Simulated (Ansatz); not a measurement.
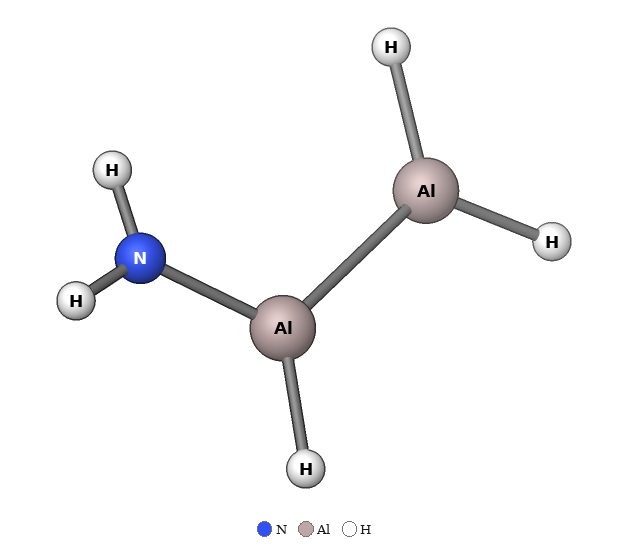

The picture shows the input geometry.

Input file:

```yaml
crystal:
  periodic: [false, false, false]
  atoms:
    - {symbol: N, position_ang: [-1.287098, 0.844019, -0.929287]}
    - {symbol: Al, position_ang: [0.195091, 0.876118, 0.044439]}
    - {symbol: Al, position_ang: [1.120304, -1.417230, 0.833596]}
    - {symbol: H, position_ang: [-1.780361, 0.006990, -1.196256]}
    - {symbol: H, position_ang: [-1.757306, 1.656253, -1.297593]}
    - {symbol: H, position_ang: [0.784707, 2.329743, 0.322575]}
    - {symbol: H, position_ang: [2.376954, -1.569386, 1.804768]}
    - {symbol: H, position_ang: [0.439809, -2.783510, 0.361959]}
basis:
  gaussian: {orbitals: def2-TZVPP}
hamiltonian: {xc: {name: B97}}
```

Command:

```sh
ansatz run in.yaml --threads 2 --pin off --events-out ev --progress --plain --max-ram 4352MiB
```

Result:

```
Functional definition: B97
  name "B97"
  cite "Becke, J. Chem. Phys. 107, 8554 (1997) doi:10.1063/1.475007"
  parameter cx = 0.1943
  parameter cx0 = 0.8094
  parameter cx1 = 0.5073
  parameter cx2 = 0.7481
  parameter css0 = 0.1737
  parameter css1 = 2.3487
  parameter css2 = -2.4868
  parameter cos0 = 0.9454
  parameter cos1 = 0.7471
  parameter cos2 = -4.5961
  exchange = spin_sum(e_x_unif_s*poly(b97_u_x, cx0, cx1, cx2)) + cx*exact_x
  correlation = spin_sum(e_c_pw_same_spin*poly(b97_u_same, css0, css1, css2))
      + integral(e_c_pw_opposite_spin*poly(b97_u_opposite, cos0, cos1, cos2))
1026 factors; their error is unknown
mean field evaluation 1: about -14755.6890 eV, gradient 6.6e1 eV
mean field evaluation 2: about -14711.7933 eV, gradient 1.2e2 eV
mean field evaluation 4: about -14764.2509 eV, gradient 4.6e0 eV
mean field evaluation 8: about -14764.3010 eV, gradient 6.0e-2 eV
mean field evaluation 16: about -14764.3152 eV, gradient 7.0e-5 eV
mean field -14764.31518211 eV, -542.5785753302 hartree, gradient 7.0e-5 eV, S^2 0.000000; 0 other end points of the search recorded, 0 dependent functions left out
reference -14764.31521382 eV, -542.5785764957 hartree; 19, 19 occupied and 166, 166 virtual orbitals, 1026 factors
Total energy: -14764.31521382 eV, -542.5785764957 hartree
```

The calculation finished and met its thresholds.
